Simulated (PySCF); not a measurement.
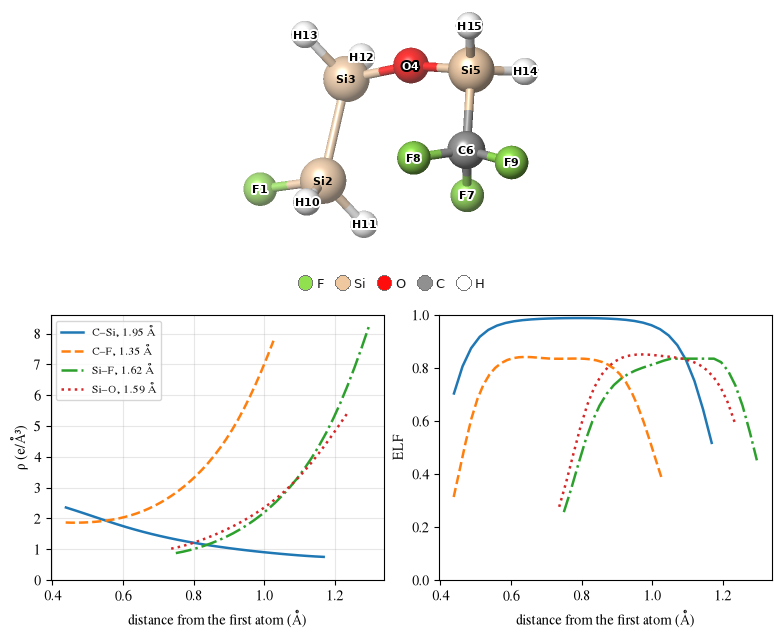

CH$_{6}$F$_{4}$OSi$_{3}$. Total electron density and electron localisation function along straight lines between neighbouring atoms. The curves leave out the atomic cores. The structure is drawn too.

Geometry: GFN2-xTB.

The calculation used PBE0/pcSseg-1, SCF density, gas phase, non-relativistic in PySCF 2.14.0.

```json
{"atom": "F", "x (Å)": "-3.5650", "y (Å)": "-0.8429", "z (Å)": "-1.1203"}
{"atom": "Si", "x (Å)": "-1.9519", "y (Å)": "-0.6964", "z (Å)": "-1.0713"}
{"atom": "Si", "x (Å)": "-1.5622", "y (Å)": "0.6720", "z (Å)": "0.7408"}
{"atom": "O", "x (Å)": "0.0763", "y (Å)": "0.8983", "z (Å)": "0.8714"}
{"atom": "Si", "x (Å)": "1.6581", "y (Å)": "0.8585", "z (Å)": "0.6963"}
{"atom": "C", "x (Å)": "1.9565", "y (Å)": "-0.5531", "z (Å)": "-0.6114"}
{"atom": "F", "x (Å)": "1.3986", "y (Å)": "-0.2609", "z (Å)": "-1.8099"}
{"atom": "F", "x (Å)": "1.4003", "y (Å)": "-1.7274", "z (Å)": "-0.2361"}
{"atom": "F", "x (Å)": "3.2513", "y (Å)": "-0.8206", "z (Å)": "-0.8629"}
{"atom": "H", "x (Å)": "-1.5031", "y (Å)": "-2.0831", "z (Å)": "-0.9775"}
{"atom": "H", "x (Å)": "-1.6357", "y (Å)": "-0.1521", "z (Å)": "-2.3906"}
{"atom": "H", "x (Å)": "-2.0410", "y (Å)": "2.0594", "z (Å)": "0.6668"}
{"atom": "H", "x (Å)": "-1.9068", "y (Å)": "0.1512", "z (Å)": "2.0701"}
{"atom": "H", "x (Å)": "2.1282", "y (Å)": "2.0849", "z (Å)": "0.0727"}
{"atom": "H", "x (Å)": "2.2919", "y (Å)": "0.4202", "z (Å)": "1.9288"}
```

Question: Compare the contacts.

Answer: C–Si (1.95 Å): ρ at the midpoint is about 0.94 e/Å³; the ELF peaks at about 1 between the atoms (a shared electron pair).
C–F (1.35 Å): ρ is about 2.3 e/Å³ halfway, with its minimum of 1.9 e/Å³ about 0.5 Å from C; the ELF peaks at about 0.85 between the atoms, as expected for a polar covalent bond.
Si–F (1.62 Å): the density is about 1 e/Å³ at the midpoint; the ELF peaks at about 0.85 in the valence shell of F, 0.6 Å from its nucleus, and is about 0.50 at the midpoint.
Si–O (1.59 Å): ρ is about 1.2 e/Å³ halfway; the ELF peaks at about 0.85 between the atoms (a polar covalent bond).
